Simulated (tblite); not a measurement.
# Run report: C5H6F2O, geometry relaxation (part 1 of 4)

The run: geometry relaxation of C5H6F2O. Method and program: GFN2-xTB geometry optimisation, gas phase (tblite 0.8.0).

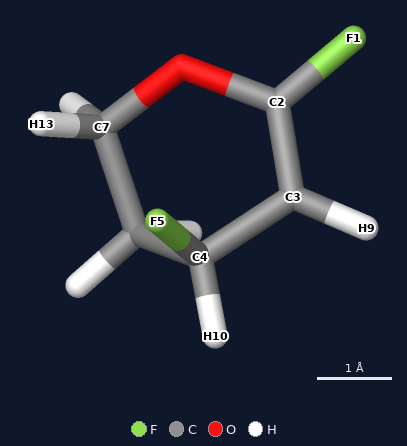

Fig. 1: The starting structure (stick view, seen at a tilt; atoms are numbered from 1 in the order of the input). Bond lengths as drawn: C–C 1.33 to 1.52 Å, C–F 1.37 to 1.40 Å, C–H 1.08 to 1.12 Å and C–O 1.38 to 1.42 Å.

## Results in brief

| quantity | value |
| --- | --- |
| outcome | converged |
| total energy | −742.5877 eV |
| hardware | 1 CPU thread, shared host |
| peak memory | 0.18 GiB |

## The input
```
{"job": {"kind": "relax", "xc": "GFN2-xTB", "basis": "xTB"}, "charge": 0, "multiplicity": 1}
F      2.782600     0.969700     0.055900
C      1.511500     0.490700     0.193300
C      1.229200    -0.796000     0.023100
C     -0.220400    -1.154400     0.213700
F     -0.457500    -0.996000     1.582900
C     -0.978000    -0.121900    -0.607400
C     -0.829000     1.185500     0.153600
O      0.515200     1.373200     0.562400
H      1.974700    -1.525900    -0.257200
H     -0.448800    -2.188300    -0.059500
H     -2.006800    -0.387400    -0.828900
H     -0.402600    -0.030200    -1.553300
H     -1.501400     1.214400     1.054600
H     -1.169300     1.966000    -0.555500
```

The first line tells a small driver script what to run in tblite; the rest is the geometry in Å.

Command:
```bash
OMP_NUM_THREADS=1 python <driver script> task.json out
```

## Output
```
step      E/eV     max force
  0    -741.92239    1.789
  1    -742.04115    1.080
  2    -742.13829    0.880
  3    -742.18396    0.911
  4    -742.23257    0.528
  5    -742.26182    0.393
  6    -742.28371    0.477
  7    -742.30802    0.356
  8    -742.32133    0.321
  9    -742.33730    0.365
 10    -742.35714    0.410
 11    -742.38223    0.450
 12    -742.40709    0.371
 13    -742.42745    0.328
 14    -742.44315    0.343
 15    -742.45749    0.319
 16    -742.47178    0.293
 17    -742.48592    0.287
 18    -742.50075    0.289
 19    -742.51762    0.352
 20    -742.53495    0.309
 21    -742.54819    0.268
 22    -742.55718    0.220
 23    -742.56362    0.260
 24    -742.56854    0.305
 25    -742.57111    0.213
 26    -742.57466    0.129
 27    -742.57628    0.084
 28    -742.57732    0.086
 29    -742.57852    0.081
 30    -742.57962    0.077
 31    -742.58044    0.056
 32    -742.58103    0.071
 33    -742.58158    0.074
 34    -742.58221    0.056
 35    -742.58291    0.057
 36    -742.58361    0.057
 37    -742.58422    0.058
 38    -742.58479    0.062
 39    -742.58535    0.074
 40    -742.58589    0.062
 41    -742.58638    0.059
 42    -742.58679    0.058
 43    -742.58710    0.041
 44    -742.58730    0.033
 45    -742.58741    0.027
 46    -742.58748    0.022
 47    -742.58754    0.018
 48    -742.58759    0.015
 49    -742.58762    0.014
 50    -742.58765    0.012
 51    -742.58768    0.013
 52    -742.58771    0.011
 53    -742.58773    0.011
 54    -742.58774    0.010
 55    -742.58775    0.009
```

## Trajectory as extended XYZ (Å, eV, eV/Å), 56 frames, from step=0 to step=55
```
14
Properties=species:S:1:pos:R:3:forces:R:3 step=0 energy=-741.92239
F     2.7826    0.9697    0.0559   -1.4730   0.0660   0.2820
C     1.5115    0.4907    0.1933   -0.8900   0.3130   0.2810
C     1.2292   -0.7960    0.0231    0.5500  -0.4780  -0.3160
C    -0.2204   -1.1544    0.2137    0.7770  -0.1730   0.3100
F    -0.4575   -0.9960    1.5829   -0.5820  -0.3900  -0.4000
C    -0.9780   -0.1219   -0.6074    0.2860  -0.1150  -0.2780
C    -0.8290    1.1855    0.1536   -0.7260  -0.2140  -0.3050
O     0.5152    1.3732    0.5624    1.6420   0.6710  -0.2340
H     1.9747   -1.5259   -0.2572   -0.1520   0.1360   0.0880
H    -0.4488   -2.1883   -0.0595    0.0090   0.0250   0.1960
H    -2.0068   -0.3874   -0.8289   -0.0880   0.0870   0.1780
H    -0.4026   -0.0302   -1.5533   -0.5870  -0.1050   0.2630
H    -1.5014    1.2144    1.0546    0.7710  -0.0390  -0.5590
H    -1.1693    1.9660   -0.5555    0.4630   0.2170   0.4940
14
Properties=species:S:1:pos:R:3:forces:R:3 step=1 energy=-742.04115
F     2.7616    0.9707    0.0599   -1.0380   0.2000   0.2230
C     1.4988    0.4952    0.1973   -0.5510  -0.3990   0.1230
C     1.2370   -0.8028    0.0186    0.0930   0.2690  -0.0110
C    -0.2093   -1.1569    0.2181    0.4940  -0.1860   0.0040
F    -0.4658   -1.0015    1.5772   -0.5130  -0.3250  -0.2440
C    -0.9739   -0.1235   -0.6114    0.1000  -0.1780   0.0910
C    -0.8394    1.1825    0.1493    0.1880  -0.1020  -0.2280
O     0.5387    1.3828    0.5591    0.4470   0.6290  -0.3650
H     1.9725   -1.5240   -0.2559    0.1800  -0.1170  -0.0300
H    -0.4487   -2.1880   -0.0567    0.0360  -0.0010   0.1680
H    -2.0080   -0.3862   -0.8263    0.0040   0.0580   0.1990
H    -0.4110   -0.0317   -1.5495   -0.3850  -0.0830  -0.0160
H    -1.4904    1.2138    1.0466    0.5620  -0.0540  -0.2840
H    -1.1627    1.9691   -0.5485    0.3830   0.2880   0.3690
14
Properties=species:S:1:pos:R:3:forces:R:3 step=2 energy=-742.13829
F     2.7210    0.9767    0.0684   -0.3320   0.2970   0.1250
C     1.4764    0.4869    0.2030    0.0850   0.4010   0.1620
C     1.2441   -0.7995    0.0157   -0.2230  -0.5700   0.0430
C    -0.1894   -1.1634    0.2208   -0.1640  -0.1120  -0.2240
F    -0.4846   -1.0136    1.5672   -0.3520  -0.2510  -0.0550
C    -0.9688   -0.1293   -0.6112   -0.0020  -0.1700   0.2900
C    -0.8403    1.1779    0.1405    0.8680   0.1230  -0.0770
O     0.5645    1.4056    0.5472   -0.6600   0.2470  -0.5060
H     1.9762   -1.5260   -0.2560    0.2160  -0.0160  -0.0120
H    -0.4477   -2.1878   -0.0505    0.1110  -0.1160   0.0660
H    -2.0087   -0.3839   -0.8194    0.0690   0.0080   0.2560
H    -0.4264   -0.0348   -1.5477   -0.1680  -0.0910  -0.3010
H    -1.4687    1.2120    1.0342    0.2910  -0.0700   0.0800
H    -1.1484    1.9787   -0.5343    0.2600   0.3200   0.1530
14
Properties=species:S:1:pos:R:3:forces:R:3 step=3 energy=-742.18396
F     2.6952    0.9843    0.0746    0.2310   0.4240   0.0750
C     1.4665    0.4920    0.2089   -0.0380  -0.5350  -0.0380
C     1.2447   -0.8099    0.0143   -0.1830   0.4330   0.2820
C    -0.1823   -1.1683    0.2190   -0.4210  -0.1550  -0.2090
F    -0.4997   -1.0238    1.5612   -0.2550  -0.2040   0.0300
C    -0.9660   -0.1348   -0.6070    0.0290  -0.0200   0.1000
C    -0.8279    1.1776    0.1349    0.6750   0.1820   0.0340
O     0.5681    1.4205    0.5331   -0.7930   0.1170  -0.4320
H     1.9808   -1.5266   -0.2560    0.3070  -0.0880  -0.0220
H    -0.4453   -2.1897   -0.0464    0.0940  -0.2230  -0.0220
H    -2.0080   -0.3826   -0.8118    0.0590  -0.0050   0.2970
H    -0.4370   -0.0379   -1.5515   -0.1300  -0.1280  -0.2930
H    -1.4529    1.2100    1.0292    0.2310  -0.0670   0.1550
H    -1.1370    1.9886   -0.5247    0.1940   0.2680   0.0420
14
Properties=species:S:1:pos:R:3:forces:R:3 step=4 energy=-742.23257
F     2.6728    0.9998    0.0825    0.4060   0.3320   0.0640
C     1.4538    0.4875    0.2143    0.1070  -0.0910  -0.0580
C     1.2442   -0.8127    0.0174   -0.1320   0.2170   0.2840
C    -0.1822   -1.1763    0.2147   -0.4300  -0.0610  -0.0770
F    -0.5199   -1.0382    1.5551   -0.1580  -0.1730   0.0390
C    -0.9616   -0.1401   -0.6032   -0.0240   0.1470  -0.1230
C    -0.8076    1.1804    0.1298    0.1280   0.1700   0.0530
O     0.5623    1.4378    0.5117   -0.3100  -0.2240  -0.3220
H     1.9899   -1.5278   -0.2558    0.1480   0.0720   0.0720
H    -0.4413   -2.1959   -0.0427    0.0610  -0.3390  -0.1350
H    -2.0067   -0.3813   -0.7985    0.0340   0.0090   0.3210
H    -0.4511   -0.0436   -1.5594   -0.0960  -0.1660  -0.2460
H    -1.4317    1.2068    1.0258    0.1720  -0.0560   0.1840
H    -1.1216    2.0032   -0.5139    0.0940   0.1620  -0.0560
14
Properties=species:S:1:pos:R:3:forces:R:3 step=5 energy=-742.26182
F     2.6655    1.0155    0.0889    0.2990   0.1780   0.0760
C     1.4486    0.4873    0.2172    0.2150   0.0040  -0.1170
C     1.2415   -0.8142    0.0243   -0.0040   0.1350   0.2320
C    -0.1900   -1.1822    0.2109   -0.1990  -0.0320   0.0110
F    -0.5358   -1.0508    1.5518   -0.1350  -0.1530   0.0000
C    -0.9594   -0.1404   -0.6034   -0.0710   0.1970  -0.1980
C    -0.7935    1.1853    0.1273   -0.3870   0.0220  -0.0670
O     0.5546    1.4437    0.4917    0.2820  -0.1890  -0.1130
H     1.9977   -1.5264   -0.2539   -0.0310   0.1960   0.1620
H    -0.4376   -2.2067   -0.0432    0.0360  -0.2680  -0.1810
H    -2.0052   -0.3802   -0.7837   -0.0490   0.0310   0.2830
H    -0.4620   -0.0506   -1.5691   -0.0920  -0.1680  -0.1700
H    -1.4148    1.2037    1.0271    0.1290  -0.0370   0.1680
H    -1.1101    2.0155   -0.5081    0.0070   0.0840  -0.0860
14
Properties=species:S:1:pos:R:3:forces:R:3 step=6 energy=-742.28371
F     2.6648    1.0294    0.0948    0.1980   0.0250   0.0710
C     1.4495    0.4874    0.2171    0.2400   0.1380  -0.1180
C     1.2393   -0.8135    0.0330    0.0540  -0.0250   0.1480
C    -0.1983   -1.1870    0.2080    0.0330   0.0000   0.0390
F    -0.5496   -1.0624    1.5494   -0.1350  -0.1400  -0.0570
C    -0.9595   -0.1376   -0.6063   -0.0880   0.0940  -0.1750
C    -0.7899    1.1887    0.1238   -0.4450  -0.0480  -0.1060
O     0.5540    1.4454    0.4760    0.4690  -0.0850   0.0040
H     2.0026   -1.5219   -0.2496   -0.1330   0.2300   0.2150
H    -0.4343   -2.2184   -0.0466    0.0330  -0.1030  -0.1880
H    -2.0052   -0.3788   -0.7684   -0.1380   0.0410   0.2140
H    -0.4712   -0.0584   -1.5791   -0.1030  -0.1450  -0.0970
H    -1.4009    1.2008    1.0312    0.0840  -0.0200   0.1350
H    -1.1019    2.0258   -0.5054   -0.0670   0.0370  -0.0840
14
Properties=species:S:1:pos:R:3:forces:R:3 step=7 energy=-742.30802
F     2.6683    1.0471    0.1037    0.1130  -0.1660   0.0450
C     1.4557    0.4890    0.2143    0.1770   0.1860  -0.0870
C     1.2370   -0.8123    0.0472    0.0910  -0.0710   0.0510
C    -0.2075   -1.1930    0.2046    0.2520   0.0340   0.0230
F    -0.5700   -1.0799    1.5450   -0.1330  -0.1170  -0.1290
C    -0.9615   -0.1333   -0.6124   -0.0920  -0.0950  -0.0590
C    -0.7913    1.1922    0.1174   -0.1800  -0.0680  -0.0740
O     0.5601    1.4469    0.4561    0.3410   0.0790   0.0670
H     2.0065   -1.5121   -0.2398   -0.1550   0.1550   0.2410
H    -0.4293   -2.2342   -0.0547    0.0470   0.1550  -0.1760
H    -2.0085   -0.3763   -0.7450   -0.2220   0.0410   0.1070
H    -0.4849   -0.0710   -1.5940   -0.1310  -0.1000  -0.0050
H    -1.3819    1.1968    1.0394    0.0410   0.0010   0.0460
H    -1.0934    2.0396   -0.5039   -0.1470  -0.0360  -0.0500
14
Properties=species:S:1:pos:R:3:forces:R:3 step=8 energy=-742.32133
F     2.6734    1.0548    0.1095    0.1080  -0.2430   0.0190
C     1.4622    0.4916    0.2110    0.0790   0.1500  -0.0400
C     1.2368   -0.8109    0.0570    0.0690   0.0200   0.0190
C    -0.2091   -1.1960    0.2026    0.2510   0.0610  -0.0200
F    -0.5844   -1.0922    1.5402   -0.1160  -0.0970  -0.1450
C    -0.9644   -0.1327   -0.6167   -0.0770  -0.1590   0.0520
C    -0.7933    1.1935    0.1129    0.0670  -0.0510  -0.0260
O     0.5673    1.4492    0.4450    0.1210   0.1480   0.0440
H     2.0068   -1.5043   -0.2300   -0.0750   0.0310   0.2190
H    -0.4255   -2.2406   -0.0626    0.0700   0.2650  -0.1670
H    -2.0142   -0.3742   -0.7293   -0.2090   0.0320   0.0520
H    -0.4952   -0.0802   -1.6031   -0.1530  -0.0720   0.0360
H    -1.3700    1.1945    1.0451    0.0340   0.0110  -0.0310
H    -1.0910    2.0471   -0.5039   -0.1700  -0.0950  -0.0120
14
Properties=species:S:1:pos:R:3:forces:R:3 step=9 energy=-742.33730
F     2.6824    1.0590    0.1166    0.1190  -0.2790  -0.0110
C     1.4708    0.4967    0.2065   -0.0420   0.0790   0.0320
C     1.2378   -0.8072    0.0691    0.0260   0.1490  -0.0080
C    -0.2069   -1.1982    0.1995    0.1240   0.0920  -0.0710
F    -0.6034   -1.1087    1.5318   -0.0740  -0.0720  -0.1270
C    -0.9692   -0.1349   -0.6204   -0.0520  -0.1420   0.1580
C    -0.7937    1.1942    0.1074    0.2890  -0.0240   0.0310
O     0.5770    1.4545    0.4326   -0.1290   0.1920  -0.0200
H     2.0063   -1.4952   -0.2142    0.0580  -0.1250   0.1790
H    -0.4193   -2.2429   -0.0755    0.1080   0.3080  -0.1640
H    -2.0249   -0.3711   -0.7097   -0.1160   0.0170   0.0140
H    -0.5106   -0.0925   -1.6129   -0.1790  -0.0430   0.0750
H    -1.3553    1.1919    1.0509    0.0370   0.0160  -0.1170
H    -1.0917    2.0537   -0.5041   -0.1690  -0.1680   0.0300
14
Properties=species:S:1:pos:R:3:forces:R:3 step=10 energy=-742.35714
F     2.6963    1.0580    0.1252    0.1140  -0.2670  -0.0360
C     1.4807    0.5053    0.2015   -0.1430  -0.0070   0.1170
C     1.2399   -0.7996    0.0839   -0.0280   0.2320  -0.0400
C    -0.2019   -1.1987    0.1947   -0.0780   0.1180  -0.1020
F    -0.6281   -1.1304    1.5189   -0.0060  -0.0420  -0.0790
C    -0.9764   -0.1398   -0.6222   -0.0190  -0.0370   0.2160
C    -0.7902    1.1944    0.1011    0.4030   0.0120   0.0760
O     0.5882    1.4647    0.4172   -0.3120   0.2030  -0.1120
H     2.0067   -1.4862   -0.1905    0.1820  -0.2490   0.1450
H    -0.4095   -2.2396   -0.0953    0.1510   0.2640  -0.1710
H    -2.0403   -0.3668   -0.6851    0.0440   0.0000  -0.0050
H    -0.5335   -0.1087   -1.6232   -0.2020  -0.0110   0.1110
H    -1.3364    1.1892    1.0555    0.0390   0.0180  -0.1800
H    -1.0963    2.0577   -0.5038   -0.1460  -0.2350   0.0600
14
Properties=species:S:1:pos:R:3:forces:R:3 step=11 energy=-742.38223
F     2.7161    1.0503    0.1356    0.0630  -0.2010  -0.0490
C     1.4913    0.5182    0.1975   -0.1890  -0.0920   0.1940
C     1.2429   -0.7871    0.1015   -0.0870   0.2060  -0.0820
C    -0.1958   -1.1966    0.1872   -0.2770   0.1190  -0.0940
F    -0.6599   -1.1593    1.5002    0.0920  -0.0150  -0.0100
C    -0.9861   -0.1464   -0.6211    0.0250   0.1370   0.2030
C    -0.7808    1.1941    0.0941    0.3610   0.0590   0.0930
O     0.6002    1.4820    0.3960   -0.3590   0.1600  -0.2200
H     2.0095   -1.4787   -0.1559    0.2320  -0.2780   0.1400
H    -0.3936   -2.2296   -0.1249    0.1870   0.1390  -0.1840
H    -2.0596   -0.3612   -0.6536    0.2390  -0.0150  -0.0040
H    -0.5675   -0.1298   -1.6335   -0.2070   0.0340   0.1360
H    -1.3114    1.1861    1.0576    0.0300   0.0140  -0.1840
H    -1.1059    2.0575   -0.5026   -0.1080  -0.2660   0.0610
14
Properties=species:S:1:pos:R:3:forces:R:3 step=12 energy=-742.40709
F     2.7358    1.0370    0.1452   -0.0320  -0.1020  -0.0400
C     1.4989    0.5314    0.1973   -0.1530  -0.1360   0.2130
C     1.2452   -0.7732    0.1164   -0.1320   0.0550  -0.1060
C    -0.1928   -1.1918    0.1786   -0.3310   0.0710  -0.0500
F    -0.6898   -1.1886    1.4807    0.1840  -0.0030   0.0510
C    -0.9956   -0.1504   -0.6167    0.0690   0.2790   0.1170
C    -0.7672    1.1944    0.0882    0.1580   0.0960   0.0670
O     0.6093    1.5029    0.3715   -0.2150   0.0600  -0.2960
H     2.0149   -1.4753   -0.1174    0.1530  -0.1720   0.1710
H    -0.3740   -2.2158   -0.1587    0.1850  -0.0060  -0.1900
H    -2.0749   -0.3557   -0.6224    0.3560  -0.0190   0.0170
H    -0.6059   -0.1502   -1.6403   -0.1730   0.0870   0.1240
H    -1.2861    1.1834    1.0560    0.0070   0.0090  -0.1000
H    -1.1186    2.0515   -0.5004   -0.0750  -0.2200   0.0220
14
Properties=species:S:1:pos:R:3:forces:R:3 step=13 energy=-742.42745
F     2.7492    1.0234    0.1520   -0.1200  -0.0170  -0.0130
C     1.5018    0.5403    0.2014   -0.0780  -0.1320   0.1550
C     1.2450   -0.7631    0.1254   -0.1370  -0.1160  -0.0850
C    -0.1946   -1.1867    0.1713   -0.2050  -0.0120  -0.0100
F    -0.7097   -1.2118    1.4657    0.2300  -0.0090   0.0870
C    -1.0016   -0.1489   -0.6109    0.0920   0.2850   0.0130
C    -0.7541    1.1960    0.0844   -0.0880   0.1010   0.0240
O     0.6143    1.5214    0.3469    0.0280  -0.0430  -0.3040
H     2.0211   -1.4754   -0.0829    0.0020  -0.0100   0.2070
H    -0.3549   -2.2038   -0.1892    0.1350  -0.0940  -0.1770
H    -2.0807   -0.3517   -0.5980    0.3250  -0.0060   0.0470
H    -0.6398   -0.1643   -1.6426   -0.1000   0.1410   0.0690
H    -1.2662    1.1816    1.0525   -0.0150   0.0100   0.0340
H    -1.1304    2.0423   -0.4981   -0.0700  -0.0990  -0.0450
14
Properties=species:S:1:pos:R:3:forces:R:3 step=14 energy=-742.44315
F     2.7553    1.0137    0.1571   -0.1650   0.0210   0.0180
C     1.5017    0.5440    0.2077   -0.0190  -0.1010   0.0490
C     1.2419   -0.7582    0.1303   -0.0980  -0.2050  -0.0320
C    -0.1994   -1.1837    0.1654   -0.0030  -0.0840   0.0030
F    -0.7205   -1.2296    1.4563    0.2350  -0.0260   0.0800
C    -1.0039   -0.1428   -0.6060    0.0820   0.1540  -0.0530
C    -0.7450    1.1993    0.0820   -0.2320   0.0800   0.0000
O     0.6181    1.5349    0.3220    0.2000  -0.1040  -0.2580
H     2.0259   -1.4757   -0.0537   -0.1230   0.1000   0.2250
H    -0.3382   -2.1968   -0.2147    0.0560  -0.0980  -0.1410
H    -2.0786   -0.3487   -0.5787    0.1900   0.0150   0.0670
H    -0.6670   -0.1717   -1.6433   -0.0140   0.1870   0.0030
H    -1.2510    1.1804    1.0506   -0.0200   0.0240   0.1400
H    -1.1399    2.0345   -0.4969   -0.0890   0.0370  -0.1020
14
Properties=species:S:1:pos:R:3:forces:R:3 step=15 energy=-742.45749
F     2.7575    1.0071    0.1628   -0.1650   0.0170   0.0460
C     1.5010    0.5444    0.2141    0.0060  -0.0480  -0.0730
C     1.2369   -0.7565    0.1357   -0.0250  -0.2040   0.0330
C    -0.2044   -1.1834    0.1593    0.1770  -0.1240  -0.0020
F    -0.7277   -1.2478    1.4488    0.2210  -0.0490   0.0290
C    -1.0044   -0.1350   -0.6024    0.0460  -0.0350  -0.0750
C    -0.7393    1.2044    0.0795   -0.2440   0.0520  -0.0130
O     0.6240    1.5458    0.2920    0.2230  -0.1330  -0.1860
H     2.0290   -1.4742   -0.0223   -0.1850   0.1250   0.2260
H    -0.3217   -2.1934   -0.2409   -0.0340  -0.0470  -0.0830
H    -2.0734   -0.3455   -0.5580    0.0210   0.0300   0.0690
H    -0.6931   -0.1756   -1.6455    0.0660   0.2270  -0.0380
H    -1.2357    1.1795    1.0520    0.0010   0.0490   0.1860
H    -1.1493    2.0297   -0.4974   -0.1080   0.1390  -0.1200
14
Properties=species:S:1:pos:R:3:forces:R:3 step=16 energy=-742.47178
F     2.7579    1.0016    0.1702   -0.1210  -0.0050   0.0680
C     1.5003    0.5431    0.2187   -0.0060   0.0090  -0.1860
C     1.2311   -0.7567    0.1433    0.0570  -0.1230   0.0900
C    -0.2073   -1.1857    0.1523    0.2670  -0.1170  -0.0270
F    -0.7321   -1.2688    1.4412    0.1970  -0.0750  -0.0440
C    -1.0045   -0.1279   -0.6000   -0.0080  -0.1900  -0.0470
C    -0.7362    1.2110    0.0766   -0.1500   0.0130  -0.0300
O     0.6324    1.5547    0.2562    0.0940  -0.1310  -0.1070
H     2.0298   -1.4705    0.0149   -0.1610   0.0620   0.2100
H    -0.3050   -2.1914   -0.2699   -0.1160   0.0170  -0.0100
H    -2.0682   -0.3416   -0.5337   -0.1280   0.0290   0.0500
H    -0.7196   -0.1760   -1.6494    0.1260   0.2500  -0.0420
H    -1.2185    1.1794    1.0575    0.0500   0.0850   0.1560
H    -1.1606    2.0283   -0.5000   -0.1020   0.1760  -0.0820
14
Properties=species:S:1:pos:R:3:forces:R:3 step=17 energy=-742.48592
F     2.7573    0.9960    0.1790   -0.0480  -0.0160   0.0790
C     1.4996    0.5414    0.2194   -0.0360   0.0440  -0.2570
C     1.2263   -0.7576    0.1534    0.1160   0.0040   0.1130
C    -0.2062   -1.1900    0.1444    0.2310  -0.0640  -0.0610
F    -0.7328   -1.2917    1.4325    0.1610  -0.1010  -0.1030
C    -1.0051   -0.1241   -0.5983   -0.0670  -0.2350   0.0110
C    -0.7355    1.2180    0.0732   -0.0220  -0.0370  -0.0500
O     0.6413    1.5609    0.2177   -0.1100  -0.0950  -0.0420
H     2.0281   -1.4662    0.0568   -0.0560  -0.0610   0.1890
H    -0.2903   -2.1893   -0.2997   -0.1680   0.0540   0.0540
H    -2.0654   -0.3371   -0.5079   -0.2070   0.0080   0.0140
H    -0.7440   -0.1718   -1.6543    0.1530   0.2430  -0.0090
H    -1.1998    1.1810    1.0658    0.1130   0.1210   0.0580
H    -1.1742    2.0299   -0.5041   -0.0610   0.1370   0.0030
```
